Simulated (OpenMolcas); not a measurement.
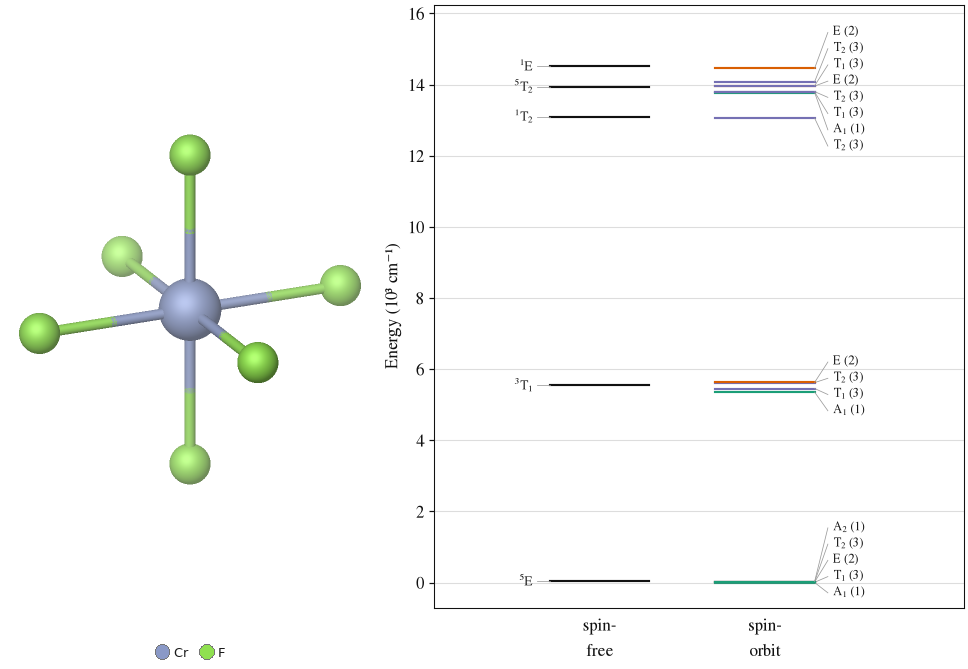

Cr²⁺ (3d⁴) as a dopant in LiF, a cluster with its 6 nearest F⁻ at 2.014 Å (octahedron) embedded in model potentials and point charges; the geometry was set, not optimised, and its levels. Labels give the representation in O, Td, D4 or D3 as the site allows (double group for half-integer spin) where it could be assigned and, in brackets, the degeneracy; spin-free states, where drawn, share the zero of the spin-orbit levels. Computed with OpenMolcas: state-averaged SS-CASPT2, IPEA shift 0.25, real shift 0.3 hartree, closed shells 3s 3p correlated, active space 4 electrons in the shell 3d, basis ANO-RCC-VTZP on the metal and ANO-RCC-VDZP on the ligands, DKH2 scalar Hamiltonian, spin-orbit coupling by RASSI with atomic mean-field integrals.

Give the ground level, the first gap and the ligand-field bands.

The ground level is A₁, non-degenerate, 100 % from states of spin multiplicity 5. The next level lies at 7.5 cm⁻¹ (T₁). The lowest spin-free state is ⁵E, from the free-ion D term; of the same spin there follows at 13,900 cm⁻¹ (⁵T₂) above it.

Known limits: orbital doublet at a regular site, Jahn-Teller distortion not allowed for; small active space favours high spin, ground spin may be wrong; the geometry is set by hand, with no relaxation and no charge compensation.
